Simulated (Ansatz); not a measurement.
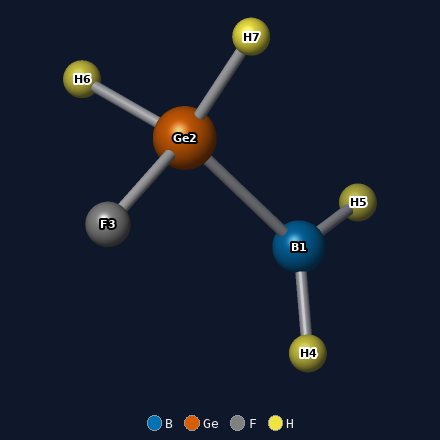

The system is BFGeH₄ (SMILES [BH2][GeH2][F]) with the probe Li+; the picture shows it without the atoms that are moved over the map. The probe is moved over the plane through the molecule's long axis and the normal of its main plane. First axis: x of the probe's Li atom. Second axis: z of the probe's Li atom. Nothing is relaxed (molecule and probe rigid). The grid has 15 × 11 points; 95 points were computed and 42 follow by symmetry. At 28 points there is no value (left out of the scan, as a rule where atoms come close). Energies are in kJ/mol, from the lowest grid point. Energies and slopes of some neighbouring points disagree (a jump in structure or state, or too coarse a mesh). These are results of RKS PBE-D4/def2-TZVP (Ansatz 0.2.0), not measurements.

Range: x of the probe's Li atom from −5.95 to 5.95 Å; z of the probe's Li atom from −4.25 to 4.25 Å.

Q: What landscape does the calculation give?

A: The lowest grid point is at x of the probe's Li atom = −3.40 Å, z of the probe's Li atom = 0.00 Å [nearest 1 F at 1.94 Å]. The highest grid point, x of the probe's Li atom = 0.85 Å, z of the probe's Li atom = −1.70 Å [nearest 1 B at 1.90 Å], lies 234 kJ/mol above the lowest.

```tsv
z of the probe's Li atom ↓, x of the probe's Li atom →	−5.95	−5.10	−4.25	−3.40	−2.55	−1.70	−0.85	0.00	0.85	1.70	2.55	3.40	4.25	5.10	5.95
4.25	128	126	123	121	120	121	124	130	138	144	147	148	147	147	146
3.40	125	120	115	108	102	100	105	116	129	140	145	145	145	146	146
2.55	120	113	101	85	69	69	86	111	130	144	137	134	137	142	144
1.70	116	104	84	49	20	43	–	–	234	216	161	121	119	133	141
0.85	113	97	66	15	–	–	–	–	–	–	–	–	108	122	138
0.00	111	94	58	0	–	–	–	–	–	–	–	–	111	117	136
−0.85	113	97	66	15	–	–	–	–	–	–	–	–	108	122	138
−1.70	116	104	84	49	20	43	–	–	234	216	161	121	119	133	141
−2.55	120	113	101	85	69	69	86	111	130	144	137	134	137	142	144
−3.40	125	120	115	108	102	100	105	116	129	140	145	145	145	146	146
−4.25	128	126	123	121	120	121	124	130	138	144	147	148	147	147	146
```

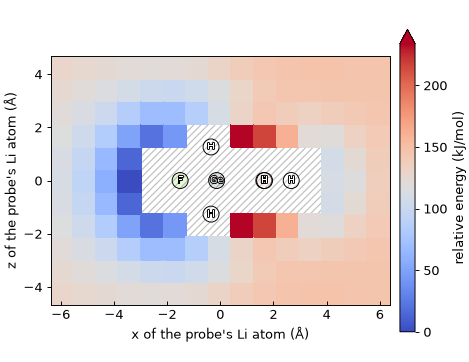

The picture shows one coloured cell a grid point, labelled circles for the molecule's atoms, projected on the plane, one colour for all values above the top of the scale, hatched blanks where no value was computed.

Time for the 95 points that were run: 6 min on 1 thread of Arm Neoverse V2, with other jobs on the host.
